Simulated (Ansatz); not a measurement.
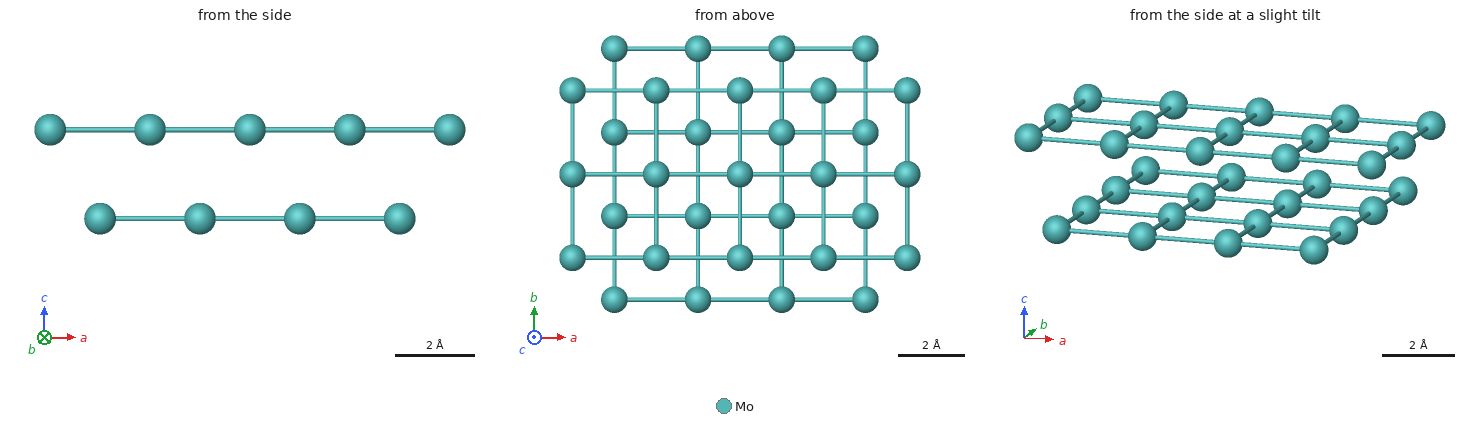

A ball-and-stick picture of a periodic sheet, seen from the side, from above and from the side at a slight tilt. The surface normal points up in side views; the vacuum is left out. 4×3 cells are drawn in the plane, with atoms at the edges repeated.

The cell holds 2 Mo.

Question: Estimate the thickness.

Answer: About 2.3 Å from the lowest to the highest atom.

Question: Count the planes and say what each contains, starting at the top.

Answer: Two planes: Mo / Mo.

Its origin is a structure type filled with this element by a generator (whether the element takes this form wasn't checked). The geometry was optimised with DFT PBE, scalar-relativistic, plane waves, PAW (Ansatz 0.2.0).
